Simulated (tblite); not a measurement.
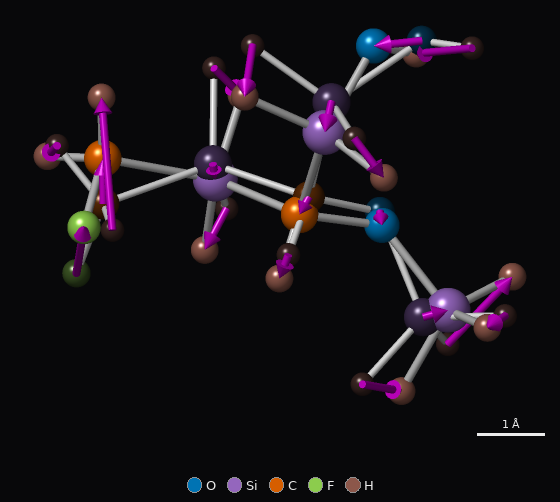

A relaxation of C2H11FO2Si3. The starting structure is drawn faded, the final one solid; purple arrows show the displacements, at their true length. The two geometries are superimposed by the best rigid fit.

A ball-and-stick model, seen at a tilt.

Method: GFN2-xTB geometry optimisation, gas phase (tblite 0.8.0). 

What did the optimiser do to the structure, and how much energy did it gain?

After 189 geometry steps the energy has fallen by 25.7 kcal/mol. An H atom moves most after the best rigid fit: 2.03 Å. By element the largest moves are H 2.03 Å, F 1.86 Å, O 0.74 Å, C 0.68 Å, Si 0.54 Å. Among the contacts that change: O–Si 1.711 → 1.615 Å, C–O 1.369 → 1.437 Å, C–Si 1.858 → 1.918 Å, H–O 0.991 → 0.955 Å. Among the angles between lasting bonds that change: C–O–Si 113.7° → 128.8°, Si–C–Si 108.2° → 117.7°, Si–O–H 111.1° → 119.8°. Groups turn about O–Si by about 75°, C–Si by about 65°, O–Si by about 35°.
